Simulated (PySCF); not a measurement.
## Electronic structure of C3H11ClSi2 in real space

```xyz
17

Si   -2.5095    0.7900   -0.0547
C    -1.2430   -0.0602   -1.1887
C     0.2212    0.1715   -0.8119
Si    0.7954   -0.7282    0.7577
C     2.6903   -0.4925    0.8938
Cl    3.0468    1.2444    1.0848
H    -2.4469    0.2262    1.2939
H    -3.8457    0.5646   -0.6120
H    -2.2343    2.2276   -0.0128
H    -1.4396   -1.1337   -1.2195
H    -1.4036    0.3066   -2.2066
H     0.3994    1.2441   -0.7064
H     0.8538   -0.1596   -1.6428
H     0.5661   -2.1769    0.6560
H     0.1998   -0.1951    1.9834
H     3.2332   -0.8257    0.0127
H     3.1095   -0.9911    1.7632
```

Geometry: GFN2-xTB.

Method: PBE0/pcSseg-1, SCF density, gas phase, non-relativistic in PySCF.

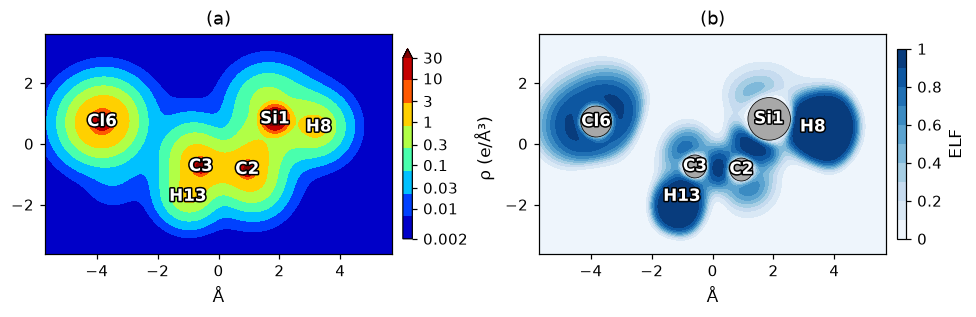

Figure 1. (a) total electron density; (b) ELF on the plane of atoms Si1, C2 and C3. Grey discs cover the atomic cores in the ELF map.

> Interpret the plot.

The section cuts through Si, C, Cl and H sites. C–C (1.53 Å): ρ is about 1.6 e/Å³ halfway; the ELF peaks at about 0.95 between the atoms (a shared electron pair). C–Si (1.90 Å): ρ is about 0.92 e/Å³ halfway; the ELF peaks at about 0.95 between the atoms (a covalent bond). C–H (1.10 Å): the density is about 1.9 e/Å³ at the midpoint; the ELF climbs to about 1 towards the hydrogen, as it does in any bond to H: a covalent bond by its length. Si–H (1.47 Å): the density is about 0.8 e/Å³ at the midpoint; the ELF climbs to about 1 towards the hydrogen. The ELF also peaks beside Cl6, away from the bonds: lone-pair regions.

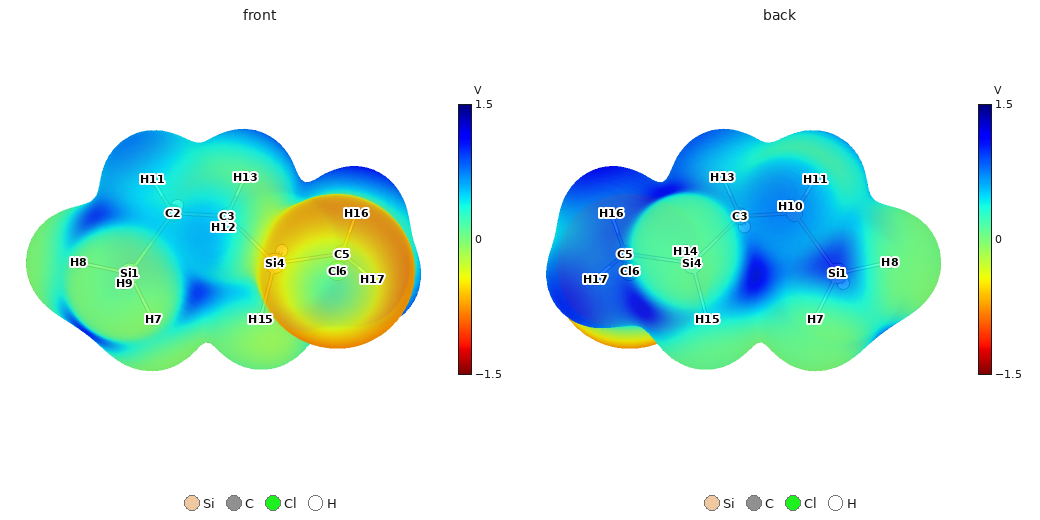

Figure 2. The electrostatic potential painted on the density surface at 0.002 e/bohr³, seen from the front and from behind; the colour scale runs from red (negative) to blue (positive).

> Where is the surface potential most negative and most positive?

The most negative region (about −0.8 V, or −18 kcal/mol for a unit charge) lies over Cl6, the most positive (about +1.2 V, or +28 kcal/mol for a unit charge) over Si4.

> How polar is the molecule by this calculation?

Its dipole moment is 2.02 D.
